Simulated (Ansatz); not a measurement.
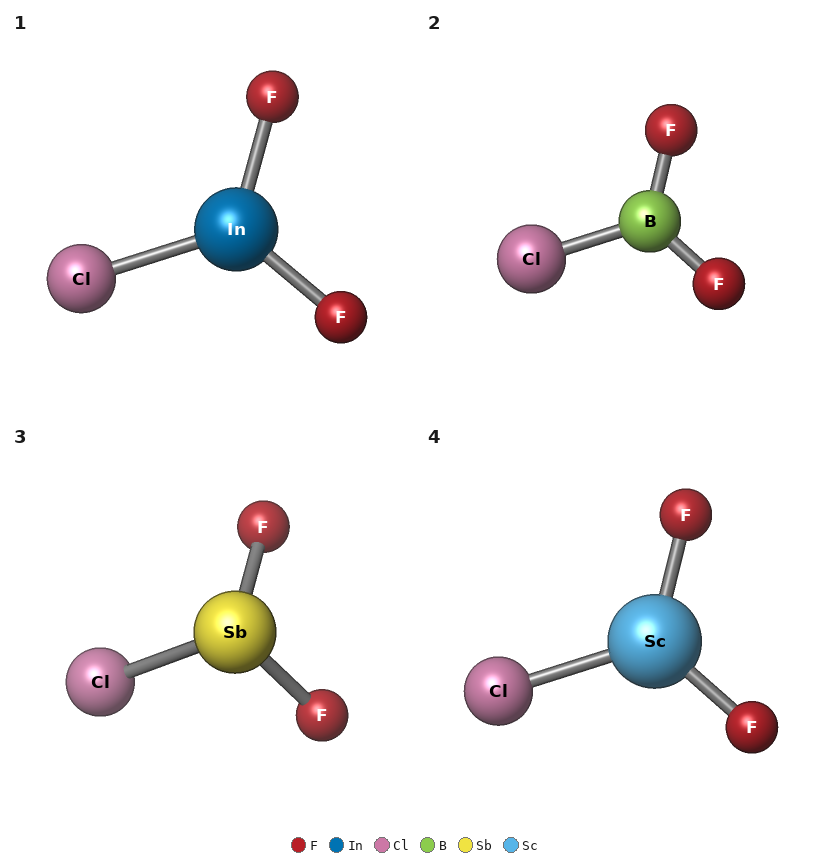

4 molecules with one skeleton, seen from the same side and at one scale. Charge 0, singlet. Computed geometries: PBE0-D4/def2-TZVP optimisations, one conformation each. Properties computed with Ansatz 0.2.0. Elements past Kr carry core potentials.

One atom differs, called X below: In in panel 1, B in panel 2, Sb in panel 3, Sc in panel 4. Their formulas are InClF2 (`[F][In]([F])[Cl]`), BClF2 (`FB(F)Cl`), SbClF2 (`[F][Sb]([F])[Cl]`), ScClF2 (`[F][Sc]([F])[Cl]`).

### Rank them by the mean angle F–X–Cl, lowest first (PBE0-D4/def2-TZVP).

3 (Sb), 2 (B), 4 (Sc), 1 (In).

### Rank them by the length of X–Cl, lowest first (PBE0-D4/def2-TZVP).

2 (B), 1 (In), 4 (Sc), 3 (Sb).

Give the values. With PBE0-D4/def2-TZVP: length of X–Cl (Å), mean length of X–F (Å), mean angle F–X–Cl (°). With r2SCAN-D4/def2-TZVPP: dipole moment (D), HOMO energy (Kohn–Sham orbital) (eV), HOMO–LUMO gap (eV).

| quantity | 1 (In) | 2 (B) | 3 (Sb) | 4 (Sc) |
| --- | --- | --- | --- | --- |
| length of X–Cl (Å) | 2.277 | 1.740 | 2.320 | 2.297 |
| mean length of X–F (Å) | 1.923 | 1.310 | 1.892 | 1.825 |
| mean angle F–X–Cl (°) | 122.6 | 120.5 | 96.2 | 121.2 |
| dipole moment (D) | 1.12 | 0.23 | 3.27 | 0.53 |
| HOMO energy (Kohn–Sham orbital) (eV) | −8.79 | −8.75 | −8.25 | −8.24 |
| HOMO–LUMO gap (eV) | 4.91 | 7.93 | 5.90 | 4.75 |
